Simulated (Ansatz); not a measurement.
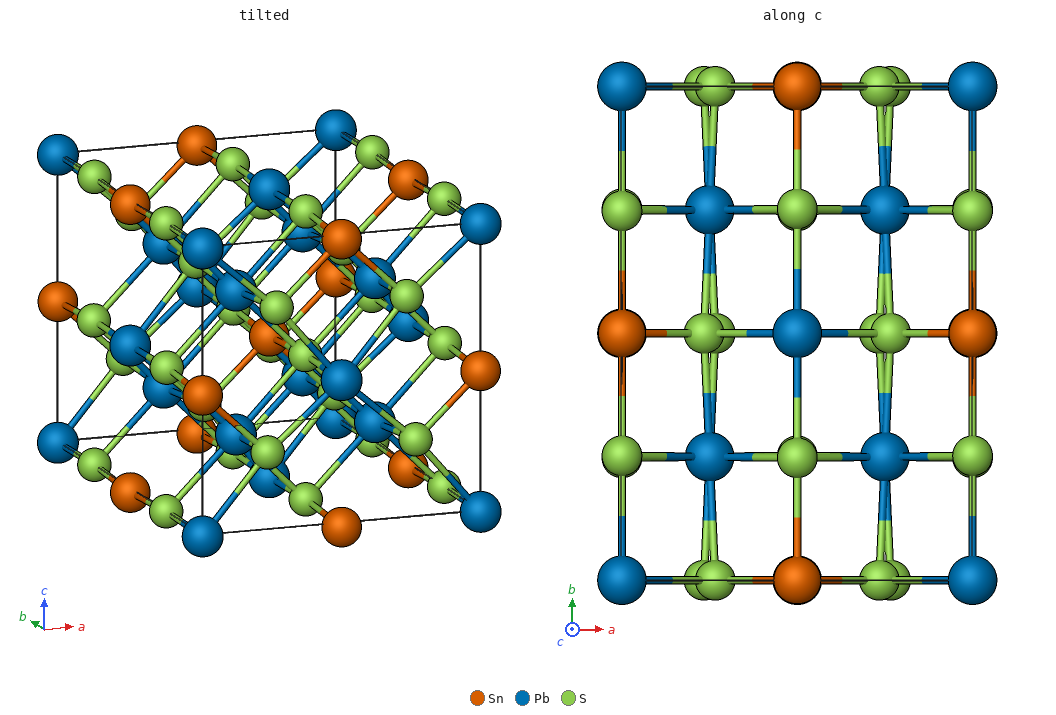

Crystal structure, ball-and-stick style, seen slightly off an axis and along the c axis. The frame is the conventional unit cell; atoms at its boundary are shown with their periodic copies.

SnPb3S4, space group Fmm2 (No. 42), a = 8.484 Å, b = 11.947 Å, c = 8.488 Å, α = 90.00°, β = 90.00°, γ = 90.00°. The structure comes from a structure type filled with these elements by a generator (whether the compound takes this form wasn't checked). Earlier steps of the study, as a rule a relaxation of our own, may have changed the cell and positions, so they can lie some per cent off the listed ones. It was run through Ansatz as a DFT input.

This one geometry was computed with Ansatz (DFT, plane waves, PAW) at three levels of theory: PBE, LDA and r2SCAN.

Question: Which level gives the highest pressure at this volume, and what does that say about its equilibrium volume?

Answer: Highest: PBE (0.0 GPa), which points to the largest equilibrium volume. Lowest, with the smallest volume: LDA (-4.4 GPa). Levels within 0.5 GPa of each other can't be told apart.

Question: How does the band gap change with the level of theory?

Answer: LDA: a gap of 0.00 eV, direct; PBE: a gap of 0.06 eV, indirect; r2SCAN: a gap of 0.20 eV, indirect.

Question: Collect the results in a table.

Answer:
| level | cutoff (eV) | k-mesh of the run's cell | gap (eV) | pressure (GPa) |
| --- | --- | --- | --- | --- |
| PBE | 420 | 8×8×8 | 0.06 | 0.0 |
| LDA | 420 | 8×8×8 | 0.00 | -4.4 |
| r2SCAN | 500 | 8×8×8 | 0.20 | -1.0 |

Gaps are taken on the k-mesh or band path of each run.
